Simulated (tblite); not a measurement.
## Run report: C₅H₁₄OSi₂, frequency calculation

- system: C₅H₁₄OSi₂
- method: GFN2-xTB harmonic vibrations, gas phase (tblite 0.8.0)

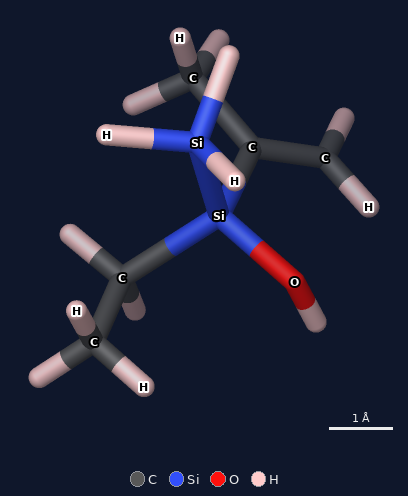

Figure 1. The structure as given in the input (stick view, seen at an oblique angle). Bond lengths as drawn: C–C 1.33 to 1.52 Å, C–H 1.08 to 1.09 Å, C–Si 1.90 to 1.92 Å, H–O 0.95 Å, H–Si 1.46 to 1.47 Å, O–Si 1.64 Å and Si–Si 2.31 Å.

### Summary

```csv
quantity,value
outcome,converged
total energy,−690.1879 eV
zero-point energy,108.0350 kcal/mol
hardware,"1 CPU thread, shared host"
peak memory,0.18 GiB
```

### Input
```
{"job": {"kind": "ir", "xc": "GFN2-xTB", "basis": "xTB"}, "charge": 0, "multiplicity": 1}
C     -2.544348    -0.368515    -1.185877
C     -1.689319    -0.243334    -0.180029
C     -2.113724    -0.525550     1.229650
Si     0.104989     0.338893    -0.422775
O      0.372051     0.751270    -1.986199
Si     0.641632     2.266780     0.727417
C      1.219191    -1.154646     0.044237
C      2.691731    -0.877718    -0.237602
H     -2.261519    -0.157048    -2.204106
H     -3.568466    -0.681388    -1.040946
H     -1.528683    -1.347093     1.640271
H     -1.936093     0.348665     1.854914
H     -3.168516    -0.787659     1.283188
H      0.250422     0.127215    -2.697996
H      1.379152     3.262912    -0.052074
H      1.480017     1.968904     1.897744
H     -0.545369     2.948680     1.259485
H      0.913404    -2.049547    -0.504148
H      1.102818    -1.390025     1.102733
H      2.843406    -0.646393    -1.289901
H      3.309885    -1.738450     0.014360
H      3.036929    -0.026567     0.346021
```

The first line tells a small driver script what to run in tblite; the rest is the geometry in Å.

Command:
```bash
OMP_NUM_THREADS=1 python <driver script> task.json out
```

### Output
```
mode    cm-1     km/mol
  1      26.4      0.19
  2      40.6      0.04
  3      65.9      0.13
  4      85.9      1.42
  5      94.3      0.71
  6     120.5      0.83
  7     137.6      0.76
  8     172.0      0.13
  9     180.6      9.58
 10     234.7     16.71
 11     255.4     41.67
 12     283.5     25.28
 13     293.7     31.70
 14     378.6     32.57
 15     395.6     52.80
 16     446.8     26.84
 17     461.0     13.67
 18     475.4     11.94
 19     636.8     38.18
 20     671.4     16.56
 21     687.1     44.97
 22     720.5     88.45
 23     788.8     97.50
 24     792.4    635.90
 25     810.9    172.95
 26     814.1    141.85
 27     863.4    165.68
 28     902.9     29.56
 29     963.7      7.75
 30     975.2      9.87
 31    1013.0     12.90
 32    1016.2      5.09
 33    1039.5      0.27
 34    1075.1     12.94
 35    1217.4      0.93
 36    1244.8      3.51
 37    1288.4      2.48
 38    1399.4      3.60
 39    1420.3      0.38
 40    1427.1      2.09
 41    1483.5      6.30
 42    1489.0      1.83
 43    1491.9      0.59
 44    1510.9      1.54
 45    1512.5      2.03
 46    1682.3      8.64
 47    2195.9    374.12
 48    2208.1    287.83
 49    2248.1    261.02
 50    2949.3     47.03
 51    2984.7     28.31
 52    3001.4     30.39
 53    3007.8     64.66
 54    3015.2     28.42
 55    3023.1     58.48
 56    3023.7     33.30
 57    3031.0     28.68
 58    3058.8     69.96
 59    3099.4     48.58
 60    3638.3      1.04
```

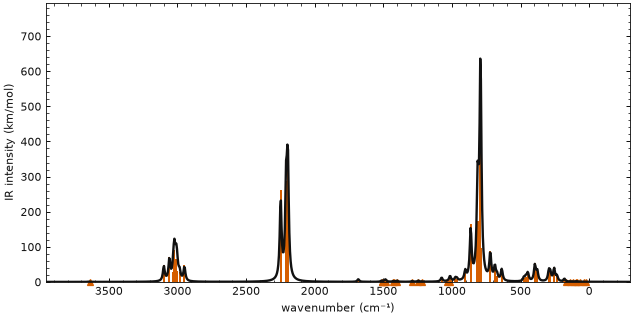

Figure 2. Harmonic infrared spectrum, unscaled: sticks (degenerate modes added up, dark ones marked on the axis) with a Lorentzian envelope of 16 cm⁻¹ full width, scaled to the tallest stick. 60 modes from 26 to 3638 cm⁻¹, none imaginary. The strongest line is at 792 cm⁻¹ (636 km/mol).
